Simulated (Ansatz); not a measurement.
CH$_{5}$O$_{2}$ (charge +1)

Input file:

```
crystal:
  periodic: [false, false, false]
  atoms:
    - { symbol: O, position_ang: [-1.2961, 0.51315, -0.32601] }
    - { symbol: C, position_ang: [-6.0e-05, 0.55962, -0.1907] }
    - { symbol: O, position_ang: [0.44109, -0.67728, 0.77586] }
    - { symbol: H, position_ang: [-1.64047, -0.01609, -1.06458] }
    - { symbol: H, position_ang: [0.62402, 0.42683, -1.08161] }
    - { symbol: H, position_ang: [-1.48198, 1.15026, 0.40859] }
    - { symbol: H, position_ang: [1.38807, -0.65274, 1.01758] }
    - { symbol: H, position_ang: [0.18349, -1.55685, 0.43137] }
total_charge: 1
basis:
  gaussian: { orbitals: cc-pVDZ }
hamiltonian:
  xc: pbe
relax:
  f_tol: 0.02
  max_steps: 50
output:
  orbitals: {}
```

Run with:

```sh
ansatz run input.yaml --threads 1 --pin off --max-ram 2048MiB --backend cpu --events-out ev --progress --plain --runs-dir out
```

The fields are those of the relaxed geometry.

Level of theory: Ansatz, RKS PBE/cc-pVDZ.

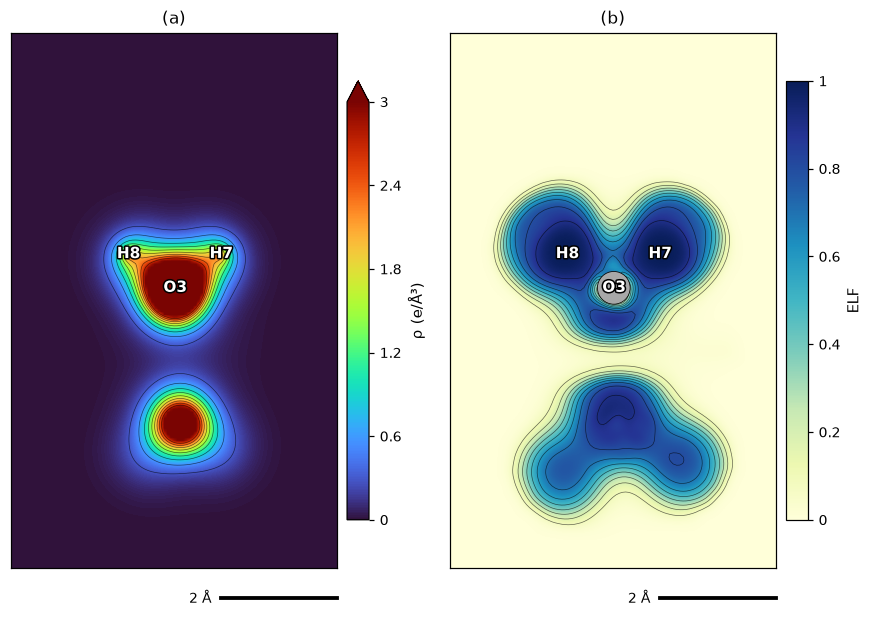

Figure 1. (a) total electron density; (b) electron localisation function on the plane of atoms H7, O3 and H8. Grey discs cover the atomic cores in the ELF map.

### Read the bonding off the picture.

Atoms in the plane: O and H.
O–H (0.99 Å): the density is about 3.7 e/Å³ at the midpoint; the ELF climbs to about 1 towards the hydrogen, as it does in any bond to H: a covalent bond by its length.
The ELF also peaks beside O1, away from the bonds: lone-pair regions.

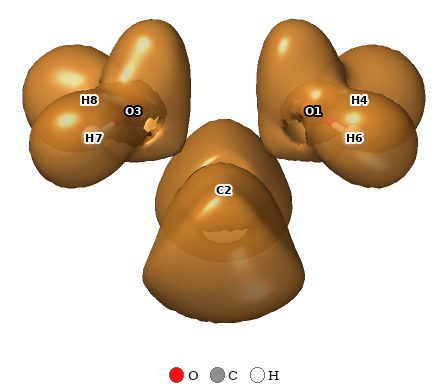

Figure 2. Isosurface of the electron localisation function at 0.75 (orange), seen from one side. Core shells and regions of very low density are left out.

### What do the ELF domains correspond to?

At this value the surface marks out one joined region spread over several atoms (C, H), in which their bonds and any lone pairs are merged and two joined regions spread over several atoms (H, O), in which their bonds and any lone pairs are merged.


 C–H (1.12 Å): the ELF climbs to about 1 towards the hydrogen (an ordinary covalent bond to hydrogen).

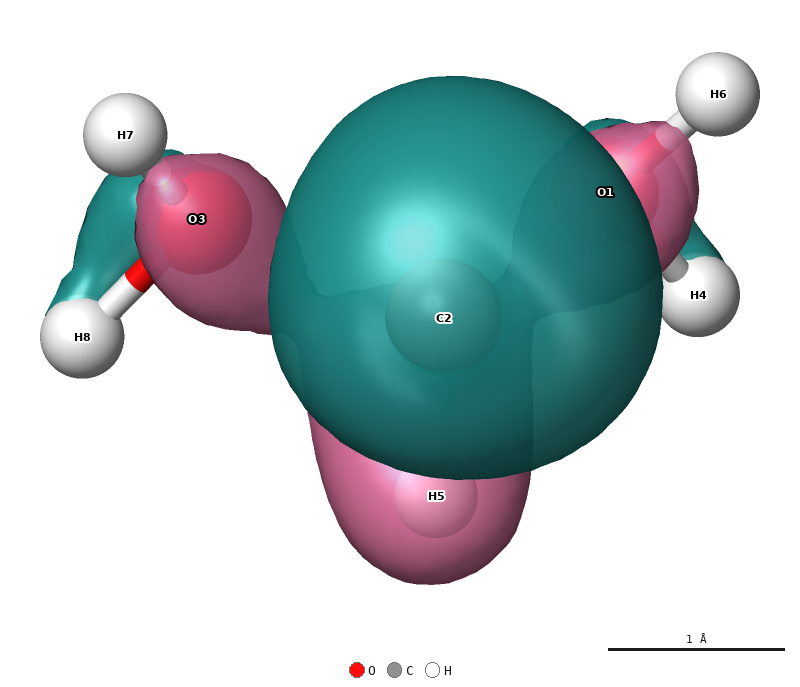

Figure 3. The HOMO at ±0.15 Å⁻³ᐟ² (teal and pink are the two phases), seen at a tilt.

### Describe this orbital and give its energy.

By Hirshfeld shares it lies mainly on C2 (about 75 %), O1 (about 5 %), O3 (about 5 %) and H5 (about 5 %). Its energy is −10.69 eV.
